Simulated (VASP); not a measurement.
Band structure of CuNi3C (space group Pm-3m). Method: PBE GGA, VASP's PBE PAW potentials (set 64) (plane waves; VASP 6.6.1).

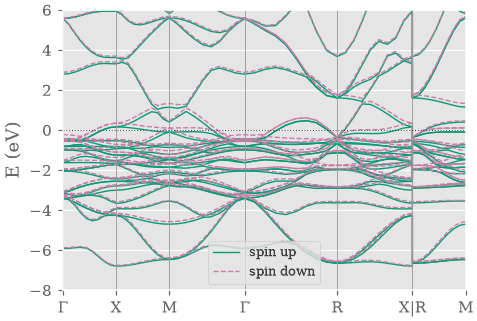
Figure. Bands along high-symmetry lines, zero at the valence-band maximum or, without a gap, the Fermi level

### Question
Read the plot: is there a gap, and where are the band edges?

### Answer
It has no gap at this level: it comes out as a metal or semimetal.

The structure was generated: CuNi3C was put into an ordered model structure, which need not be its known phase. The cell was not relaxed at this level. The k-mesh is coarse (spacing up to 0.33 per Å, 2π included), so the numbers may not be converged in it.
